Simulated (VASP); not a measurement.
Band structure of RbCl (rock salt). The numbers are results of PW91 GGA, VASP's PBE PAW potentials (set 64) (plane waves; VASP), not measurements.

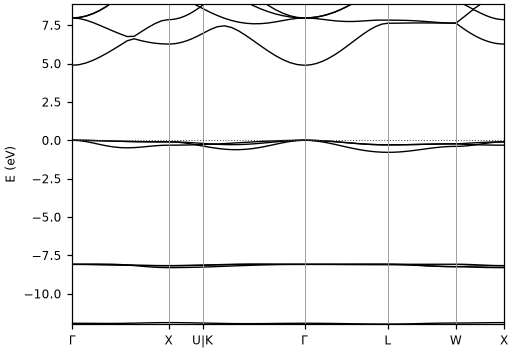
*Bands along high-symmetry lines, zero at the valence-band maximum or, without a gap, the Fermi level*

Question: Read the plot: is there a gap, and where are the band edges?

Answer: The gap is direct, 4.89 eV, from the valence maximum at Γ to the conduction minimum at Γ. (Edges off the drawn lines would not show.)

Measured: gap 8.50 eV (computed value off by -3.61 eV), as given by Aguado et al., (1998), arXiv:cond-mat/9809176.

The compound is RbCl in the rock salt structure. It was relaxed first, which changed the volume by +5 %.
